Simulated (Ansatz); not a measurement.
## Electronic structure of H₃₀Si₂₀ (Si20H30 bond sphere) in real space

H₃₀Si₂₀, 50 atoms.

Geometry: PBE-D4/def2-SVP.

These are results of RKS PBE0-D4/def2-SVP (Ansatz 0.2.0), not measurements.

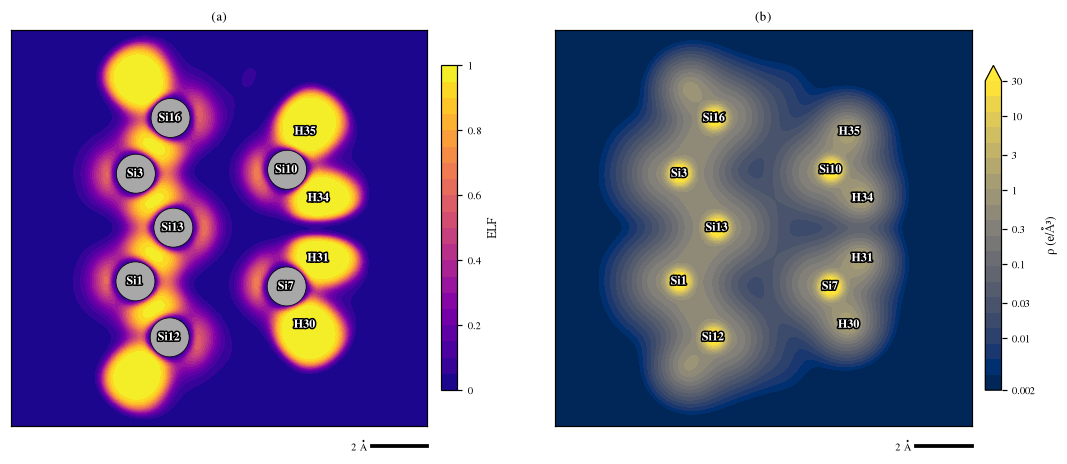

Figure 1. (a) electron localisation function; (b) total electron density on the plane of atoms H30, Si7 and H31. Grey discs cover the atomic cores in the ELF map.

Question: What do the fields say about this system?

Answer: Atoms in the plane: Si and H.
Si–Si (2.36 Å): ρ is about 0.6 e/Å³ halfway; the ELF peaks at about 1 between the atoms; a shared electron pair.
Si–H (1.51 Å): ρ is about 0.73 e/Å³ halfway; the ELF climbs to about 1 towards the hydrogen, as it does in any bond to H.

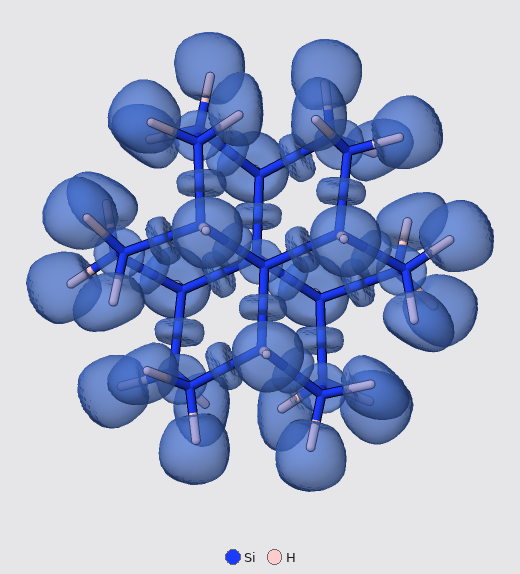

Figure 2. Isosurface of the ELF at 0.85 (blue), seen across its widest extent. Core shells and regions of very low density are left out.

Question: Where are the electrons localised?

Answer: At this value the surface marks out 25 regions between bonded Si–Si atoms (shared pairs) and 30 regions around hydrogen nuclei. Along the contacts the grid gives the following. Si–Si (2.34 Å): the ELF peaks at about 0.95 between the atoms: localised, covalent bonding.

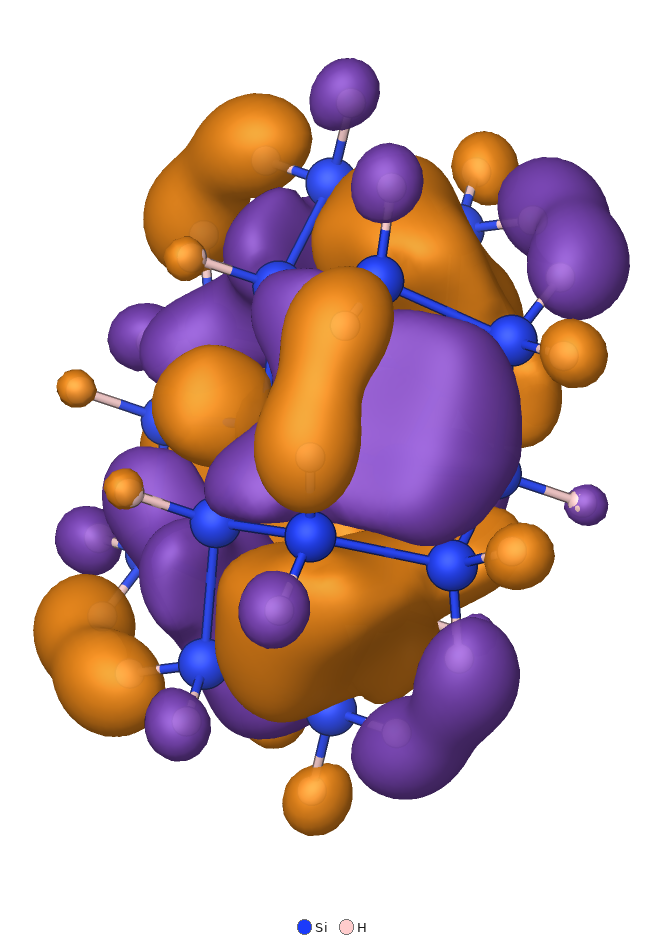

Figure 3. One frontier orbital at ±0.04 Å⁻³ᐟ² (orange and purple are the two phases), seen at an oblique angle.

Question: Which orbital is it: HOMO or LUMO?

Answer: The LUMO, at −1.53 eV. No atom holds more than about 5 % of it (Hirshfeld); by element the shares are Si 75 % and H 25 %; it is ungerade (odd under inversion).
